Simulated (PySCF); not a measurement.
Ga(Me)2(OSiH3), SMILES [SiH3][O][Ga]([CH3])[CH3] (C₂H₉GaOSi), CAM-B3LYP/def2-SVP optimised geometry. Atoms within 1.6 Å of the plane z = 1.5 Å (x, y, z in Å): Ga1 (-0.19, 0.70, 0.00), C2 (-1.51, 2.15, 0.00), H4 (-1.04, 3.14, 0.04), H5 (-2.18, 2.03, 0.86), C6 (1.76, 0.70, 0.00), H8 (2.14, 0.17, 0.89), H9 (2.18, 1.72, 0.00), O10 (-0.96, -0.92, 0.00), Si11 (-0.84, -2.56, -0.02), H14 (-1.43, -3.14, 1.22).

Method: CAM-B3LYP/def2-TZVP (PySCF).

Map of the Laplacian of the electron density (e/bohr⁵) on the plane z = 1.5 Å:

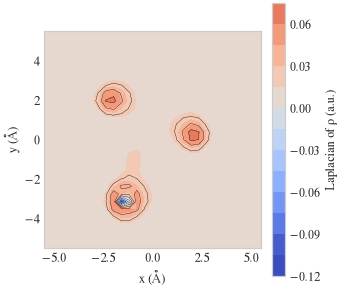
Laplacian of the electron density (e/bohr⁵) on the plane z = 1.5 Å.
